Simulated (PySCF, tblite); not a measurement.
# C₃H₇NSSi+ (doublet): geometry, infrared bands and EPR parameters

Aim: predict the infrared bands and EPR parameters of C₃H₇NSSi+ (doublet) (`CC[Si@H]([SH+])C#N`).

Computed with tblite 0.8.0 and PySCF 2.14.0, with density-fitted response routines of our own, on a single molecule in the gas phase. Atoms count from 0, in the outputs and in this text.

## Step 1: The starting structure

13 atoms, charge 1, multiplicity 2; geometry from: force field or distance geometry start.

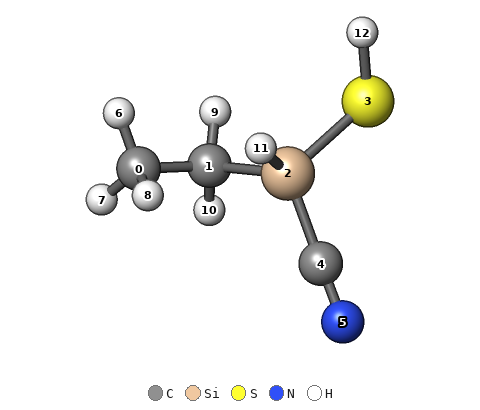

The starting geometry (carbon grey, silicon light orange, sulfur yellow, nitrogen blue, hydrogen white), atoms numbered.

## Step 2: Optimising the geometry with GFN2-xTB

The job: settings as JSON, then the geometry in Å.

```
{"job": {"kind": "relax", "xc": "GFN2-xTB", "basis": "xTB"}, "charge": 1, "multiplicity": 2}
C     -1.795200    -0.289500     0.271800
C     -0.649400     0.112500    -0.647600
Si     1.006200     0.017500     0.263300
S      2.145500     1.697400    -0.413900
C      1.840900    -1.515900    -0.124200
N      2.394400    -2.505200    -0.377800
H     -2.279600     0.637200     0.613400
H     -2.499300    -0.858500    -0.361700
H     -1.384200    -0.907400     1.108600
H     -0.769300     1.185900    -0.941500
H     -0.661700    -0.576500    -1.490500
H      0.683500     0.169600     1.697300
H      1.963800     2.833500     0.385000
```

Run with:

```console
$ OMP_NUM_THREADS=1 python probes_run.py task.json out
```

The driver reads the jobs from task.json and runs them one after another.

Standard output:

```text
step      E/eV     max force
  0    -471.64229    4.405
  1    -471.46120   12.354
  2    -471.93177    0.803
  3    -471.97673    0.599
  4    -472.07091    0.541
  5    -472.09328    0.384
  6    -472.11231    0.367
  7    -472.12281    0.293
  8    -472.13649    0.286
  9    -472.14812    0.310
 10    -472.15991    0.263
 11    -472.16764    0.215
 12    -472.17314    0.225
 13    -472.17834    0.218
 14    -472.18337    0.262
 15    -472.18759    0.219
 16    -472.19096    0.142
 17    -472.19423    0.164
 18    -472.19799    0.162
 19    -472.20225    0.243
 20    -472.20694    0.275
 21    -472.21210    0.234
 22    -472.21753    0.211
 23    -472.22255    0.210
 24    -472.22707    0.198
 25    -472.23158    0.249
 26    -472.23599    0.240
 27    -472.24020    0.177
 28    -472.24384    0.143
 29    -472.24675    0.142
 30    -472.24958    0.166
 31    -472.25251    0.133
 32    -472.25456    0.211
 33    -472.25595    0.128
 34    -472.25746    0.102
 35    -472.25901    0.083
 36    -472.26034    0.112
 37    -472.26199    0.104
 38    -472.26318    0.097
 39    -472.26419    0.107
 40    -472.26534    0.102
 41    -472.26665    0.126
 42    -472.26783    0.100
 43    -472.26868    0.085
 44    -472.26932    0.071
 45    -472.27015    0.093
 46    -472.27132    0.126
 47    -472.27246    0.101
 48    -472.27317    0.057
 49    -472.27357    0.055
 50    -472.27397    0.060
 51    -472.27457    0.086
 52    -472.27529    0.084
 53    -472.27587    0.090
 54    -472.27626    0.063
 55    -472.27660    0.059
 56    -472.27717    0.078
 57    -472.27774    0.089
 58    -472.27823    0.064
 59    -472.27855    0.053
 60    -472.27879    0.043
 61    -472.27899    0.037
 62    -472.27918    0.039
 63    -472.27937    0.040
 64    -472.27959    0.043
 65    -472.27980    0.037
 66    -472.28001    0.035
 67    -472.28027    0.040
 68    -472.28063    0.062
 69    -472.28105    0.062
 70    -472.28147    0.062
 71    -472.28186    0.062
 72    -472.28234    0.064
 73    -472.28310    0.114
 74    -472.28435    0.138
 75    -472.28642    0.139
 76    -472.28860    0.120
 77    -472.29003    0.259
 78    -472.29089    0.144
 79    -472.29248    0.116
 80    -472.29471    0.104
 81    -472.29661    0.140
 82    -472.29792    0.136
 83    -472.29953    0.136
 84    -472.30133    0.098
 85    -472.30229    0.093
 86    -472.30364    0.105
 87    -472.30549    0.147
 88    -472.30392    0.226
 89    -472.30806    0.099
 90    -472.30886    0.110
 91    -472.30981    0.087
 92    -472.31022    0.070
 93    -472.31068    0.051
 94    -472.31102    0.057
 95    -472.31138    0.082
 96    -472.31174    0.080
 97    -472.31207    0.070
 98    -472.31235    0.052
 99    -472.31271    0.071
100    -472.31322    0.118
101    -472.31397    0.145
102    -472.31499    0.168
103    -472.31619    0.071
104    -472.31715    0.164
105    -472.31777    0.188
106    -472.31822    0.036
107    -472.31843    0.037
108    -472.31851    0.027
109    -472.31857    0.026
110    -472.31864    0.023
111    -472.31873    0.022
112    -472.31880    0.020
113    -472.31884    0.017
114    -472.31886    0.012
115    -472.31887    0.009
```

Wall time 0.78 s (1 thread of Arm Neoverse V1, shared host).

The steps of the relaxation: (not every step is listed) (the energy doesn't fall at every step)

```csv
step,energy from step 0 (eV),largest force (eV/Å)
0,0.0000,4.4045
1,0.1811,12.3540
2,-0.2895,0.8034
3,-0.3344,0.5993
4,-0.4286,0.5412
5,-0.4510,0.3843
6,-0.4700,0.3666
7,-0.4805,0.2928
8,-0.4942,0.2859
18,-0.5557,0.1615
28,-0.6015,0.1430
38,-0.6209,0.0974
48,-0.6309,0.0575
58,-0.6359,0.0641
68,-0.6383,0.0617
78,-0.6486,0.1441
88,-0.6616,0.2257
98,-0.6701,0.0525
108,-0.6762,0.0267
110,-0.6764,0.0230
111,-0.6764,0.0217
112,-0.6765,0.0203
113,-0.6766,0.0169
114,-0.6766,0.0119
115,-0.6766,0.0087
```

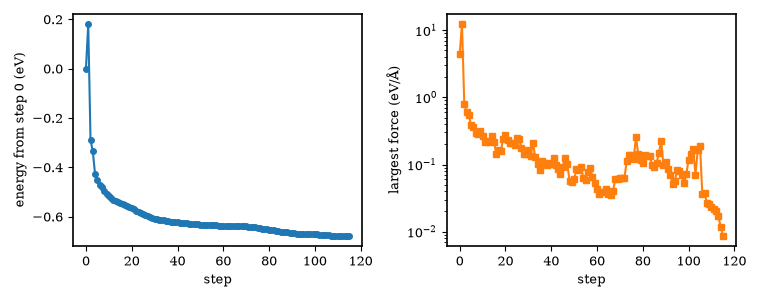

Energy and force, step by step.

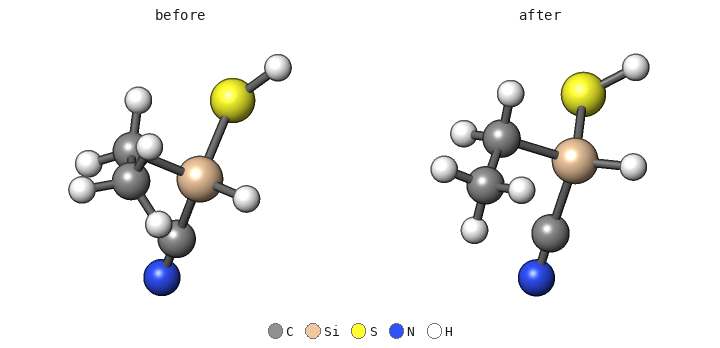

Before and after, at one scale.

Distances of close pairs at the start and the end, largest changes first:

```csv
bond,before (Å),after (Å),change (Å)
Si2–C4,1.788,1.881,+0.093
S3–H12,1.401,1.334,-0.067
C1–Si2,1.892,1.945,+0.053
Si2–S3,2.140,2.187,+0.047
C0–H8,1.118,1.088,-0.030
C1–H9,1.119,1.093,-0.027
Si2–H11,1.478,1.452,-0.026
C4–N5,1.162,1.140,-0.022
```

The end geometry stands in the next job.

## Step 3: Harmonic vibrations with GFN2-xTB

The job: settings as JSON, then the geometry in Å.

```
{"job": {"kind": "ir", "xc": "GFN2-xTB", "basis": "xTB"}, "charge": 1, "multiplicity": 2}
C     -1.752293    -0.602397     0.120567
C     -0.750473     0.310153    -0.540747
Si     0.941990     0.373713     0.414844
S      2.324403     1.524959    -0.827917
C      1.576682    -1.387613     0.234041
N      1.961402    -2.457172     0.149438
H     -2.008163    -0.281863     1.127701
H     -2.676571    -0.574959    -0.466241
H     -1.423646    -1.639436     0.138604
H     -1.129317     1.334457    -0.577624
H     -0.537207    -0.021237    -1.561399
H      0.964608     0.856617     1.784112
H      2.504199     2.565264    -0.013108
```

Standard output:

```text
mode    cm-1     km/mol
  1      57.3      2.93
  2      87.4      1.06
  3      97.5      1.73
  4     125.8     13.00
  5     155.5     68.78
  6     234.3      2.89
  7     247.8      0.57
  8     311.6      3.25
  9     324.6      1.30
 10     433.2     13.37
 11     503.4     26.32
 12     577.0     18.50
 13     582.5     10.19
 14     618.7     35.27
 15     665.7     14.11
 16     717.8     23.72
 17     941.5      4.48
 18     960.7     68.96
 19    1062.1     97.83
 20    1176.2    167.12
 21    1195.6      5.02
 22    1365.5    204.54
 23    1381.6     44.49
 24    1401.5     22.98
 25    1446.7     19.24
 26    2349.7    135.28
 27    2362.2     91.09
 28    2403.6     58.39
 29    2940.2     58.50
 30    2947.3     81.82
 31    2958.8     15.80
 32    3037.4     38.57
 33    3046.0      5.88
```

Run time: 0.45 s. Hardware: 1 thread of Arm Neoverse V1, shared host.

The strongest bands and the atoms that carry them (share of the mass-weighted mode):

```csv
cm⁻¹,km/mol,atoms
156,68.8,H12 93 %
961,69.0,"H7 47 %, C0 14 %, H6 11 %, H10 10 %"
1062,97.8,"C1 45 %, C0 39 %"
1176,167.1,"H10 44 %, H9 28 %, C1 16 %"
1366,204.5,"H7 25 %, H8 21 %, H6 16 %, H10 13 %"
2350,135.3,"C4 55 %, N5 42 %"
2362,91.1,H11 93 %
2947,81.8,"H10 64 %, H7 28 %"
```

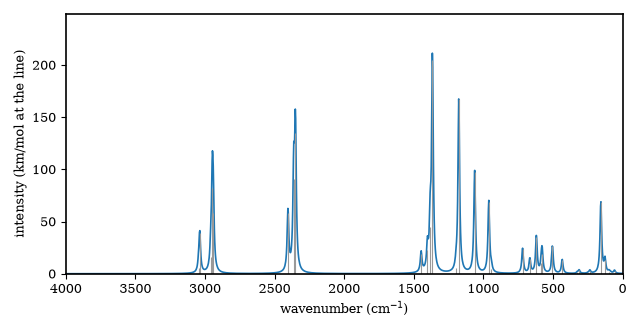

The infrared spectrum from these modes, unscaled. Lines are broadened to a width of 14 cm⁻¹ (Lorentzian).

## Step 4: EPR parameters: B3LYP/pcH-1

The job, as its differences from that of step 3:

```diff
@@ -1,2 +1,2 @@
-{"job": {"kind": "ir", "xc": "GFN2-xTB", "basis": "xTB"}, "charge": 1, "multiplicity": 2}
+{"job": {"kind": "epr", "basis": "pcH-1"}, "charge": 1, "multiplicity": 2}
 C     -1.752293    -0.602397     0.120567
```

Method: UKS B3LYP, pcH-1 on C H N S Si, non-relativistic, mean-field spin-orbit, GIAO.

Standard output:

```text
UKS, coarse grid
  cycle   1  E = -860.56529593  |g| = 4.42e-01
  cycle   2  E = -859.66524806  |g| = 1.23e+00
  cycle   3  E = -860.60943935  |g| = 3.57e-01
  cycle   4  E = -860.66134132  |g| = 1.22e-01
  cycle   5  E = -860.66659226  |g| = 1.03e-01
  cycle   6  E = -860.67282731  |g| = 1.98e-02
  cycle   7  E = -860.67301445  |g| = 8.24e-03
  cycle   8  E = -860.67305703  |g| = 3.32e-03
  cycle   9  E = -860.67306476  |g| = 1.43e-03
  cycle  10  E = -860.67306543  |g| = 7.29e-04
UKS, final grid
  cycle   1  E = -860.67307027  |g| = 1.42e-03
  cycle   2  E = -860.67306217  |g| = 3.72e-03
  cycle   3  E = -860.67307187  |g| = 1.89e-04
  cycle   4  E = -860.67307190  |g| = 1.17e-04
  cycle   5  E = -860.67307192  |g| = 1.09e-04
  cycle   6  E = -860.67307193  |g| = 3.80e-05
  cycle   7  E = -860.67307193  |g| = 1.30e-05
E = -860.67307193 Eh   <S^2> = 0.7553 (exact 0.7500)
g shifts (ppm)      1          2          3
  rmc          -219       -219       -219
  gc             -4         51         55
  oz_so         125      11631      40614
  total         -97      11463      40450
hyperfine (MHz)  atom isotope    a_iso     a_fc   dipolar eigenvalues
    0   13C      -3.68      -3.68     -5.73     -5.42     11.16
    1   13C      18.82      18.82    -17.71    -17.28     34.99
    2  29Si      20.29      20.29    -17.39      7.54      9.85
    3   33S      21.92      21.92    -69.81    -67.12    136.94
    4   13C      21.73      21.73     -4.21     -2.93      7.14
    5   14N       0.27       0.27     -1.93     -1.47      3.41
    6    1H       6.25       6.25     -3.38     -1.46      4.84
    7    1H     116.37     116.37     -4.46     -2.57      7.03
    8    1H       5.77       5.77     -3.44     -1.15      4.59
    9    1H       6.69       6.69     -7.59     -0.58      8.17
   10    1H      -0.04      -0.04     -7.51     -0.30      7.81
   11    1H      23.02      23.02     -2.33     -0.70      3.04
   12    1H     -32.27     -32.27    -17.03     -0.20     17.22
```

Wall time 51 s (1 thread of Arm Neoverse V1, shared host); peak memory 0.91 GiB.

Principal g values 2.00222, 2.01378, 2.04277; g(iso) = 2.01959, against 2.00232 for a free electron. They are not to be trusted: the run shows nearly degenerate orbitals, where second-order g theory doesn't apply.

Mean a(iso) over the nuclei that a row names, and the largest dipolar term of the row (other rows stand at the frozen geometry):

```csv
nuclei,isotope,a(iso) (MHz),"a(iso) (G, at g = 2.0023)",largest dipolar term (MHz)
"H6, H7, H8",1H,42.8,15.3,7.0
H12,1H,-32.3,-11.5,17.2
H11,1H,23.0,8.2,3.0
S3,33S,21.9,7.8,136.9
C4,13C,21.7,7.8,7.1
Si2,29Si,20.3,7.2,-17.4
C1,13C,18.8,6.7,35.0
H9,1H,6.7,2.4,8.2
C0,13C,-3.7,-1.3,11.2
N5,14N,0.3,0.1,3.4
H10,1H,0.0,0.0,7.8
```

Mulliken spin populations:

C0 0.03; C1 0.17; Si2 -0.01; S3 0.72; C4 0.03; N5 0.02; H6 0.00; H7 0.04; H8 0.00; H9 0.00; H10 0.00; H11 0.01; H12 -0.02

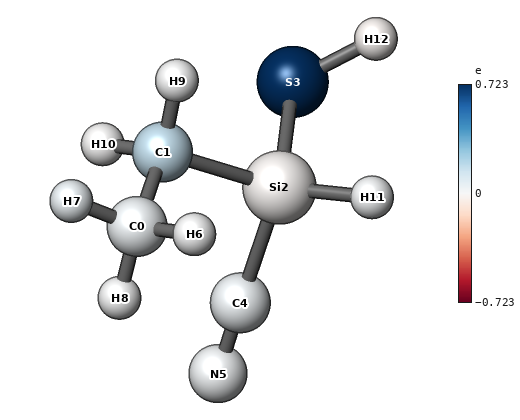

Mulliken spin populations, as colours on the atoms.

The fields below are evaluated on a grid from the run's orbitals.

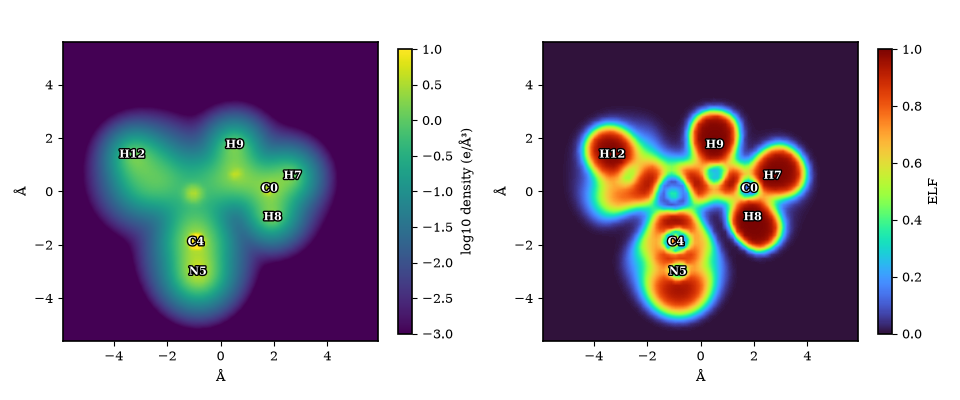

Density (left) and ELF (right) in a plane through or near 7 of the atoms.

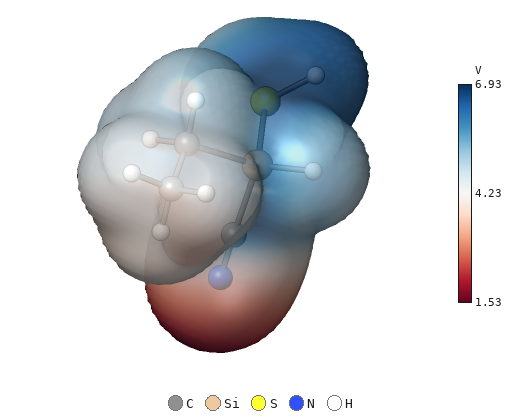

Electrostatic potential on the surface of density 0.002 e/bohr³; red is low, blue high. It runs from 1.53 V near N5 to 6.93 V near H12.

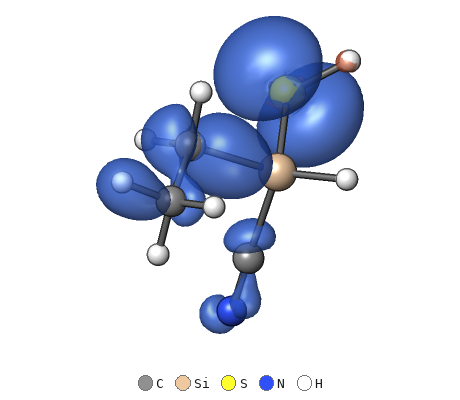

Spin density at ±0.02 e/Å³ (alpha excess blue, beta excess red).

## Step 5: What came out

| quantity | value |
| --- | --- |
| strongest single infrared mode (GFN2-xTB) | 1366 cm⁻¹, 205 km/mol |
| zero-point energy (GFN2-xTB) | 55.3 kcal/mol |
| g(iso) (B3LYP) | 2.01959 |
| ⟨S²⟩ | 0.755 (exact 0.75) |
| largest a(iso) (averaged by class) | 1H on H6, H7, H8, 42.8 MHz |
| property runs in this session | 1, of which 0 failed and 1 gave unsound results |

What this shows: Over 115 steps the energy fell by 0.677 eV; of the close pairs, Si2–C4 changed most, 1.788 to 1.881 Å. All 33 modes are real, so the xTB geometry is a minimum. The strongest single mode, at 1366 cm⁻¹, is spread over several atoms, H7, H8, H6, H10 among them. GFN2-xTB is a fitted tight-binding method: band positions and strengths are rough. Its intensities can rank the bands wrongly. S3 carries the largest spin population, 0.72 e. The isotropic g lies 17.3 ppt above the free-electron value. These values are not to be trusted: the run shows nearly degenerate orbitals, where second-order g theory doesn't apply. These values are for one conformer; the search (at its own cheap level) found 2 more, at 0.01, 0.44 kcal/mol (those within 0.05 may be mirror or relabelled copies), and measured spectra average over such forms.
